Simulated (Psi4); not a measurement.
Interaction energy of C2H6 ··· CH3F (SMILES CC and CF). Monomers: optimised at B3LYP-D3(BJ) (def2-TZVP), held rigid. Orientation: a random orientation, not optimised. The monomers approach along the line of their centres of mass (distance R); nothing else relaxes.

Geometry at R = 4.79 Å (first 8 atoms: monomer A):
```
13

C      0.7614     0.0514     0.0045
C     -0.7614    -0.0514    -0.0045
H      1.0886     1.0887     0.1002
H      1.1915    -0.3460    -0.9170
H      1.1921    -0.5081     0.8372
H     -1.1921     0.5083    -0.8370
H     -1.1915     0.3457     0.9171
H     -1.0886    -1.0886    -0.1005
C      1.6906    -2.3078     3.2969
F      2.9884    -2.0829     3.7392
H      1.2482    -1.3545     3.0047
H      1.7230    -2.9843     2.4419
H      1.1153    -2.7554     4.1083
```

Level of theory: SAPT0/jun-cc-pVDZ, frozen core run with Psi4.

Components in kJ/mol:

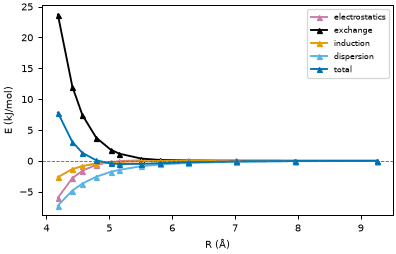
Figure: Components of the interaction energy.

```json
[
 {"R / Å": "4.18", "electrostatics": "-5.98", "exchange": "23.69", "induction": "-2.65", "dispersion": "-7.25", "total": "7.81"},
 {"R / Å": "4.41", "electrostatics": "-2.81", "exchange": "12.04", "induction": "-1.34", "dispersion": "-4.83", "total": "3.05"},
 {"R / Å": "4.57", "electrostatics": "-1.59", "exchange": "7.42", "induction": "-0.84", "dispersion": "-3.68", "total": "1.31"},
 {"R / Å": "4.79", "electrostatics": "-0.66", "exchange": "3.75", "induction": "-0.44", "dispersion": "-2.57", "total": "0.08"},
 {"R / Å": "5.02", "electrostatics": "-0.20", "exchange": "1.81", "induction": "-0.23", "dispersion": "-1.79", "total": "-0.41"},
 {"R / Å": "5.16", "electrostatics": "-0.05", "exchange": "1.15", "induction": "-0.16", "dispersion": "-1.45", "total": "-0.51"},
 {"R / Å": "5.51", "electrostatics": "0.09", "exchange": "0.36", "induction": "-0.07", "dispersion": "-0.87", "total": "-0.49"},
 {"R / Å": "5.81", "electrostatics": "0.11", "exchange": "0.13", "induction": "-0.04", "dispersion": "-0.59", "total": "-0.38"},
 {"R / Å": "6.25", "electrostatics": "0.10", "exchange": "0.03", "induction": "-0.02", "dispersion": "-0.34", "total": "-0.23"},
 {"R / Å": "7.01", "electrostatics": "0.07", "exchange": "0.00", "induction": "-0.01", "dispersion": "-0.15", "total": "-0.09"},
 {"R / Å": "7.95", "electrostatics": "0.04", "exchange": "0.00", "induction": "0.00", "dispersion": "-0.06", "total": "-0.03"},
 {"R / Å": "9.26", "electrostatics": "0.02", "exchange": "0.00", "induction": "0.00", "dispersion": "-0.02", "total": "0.00"}
]
```
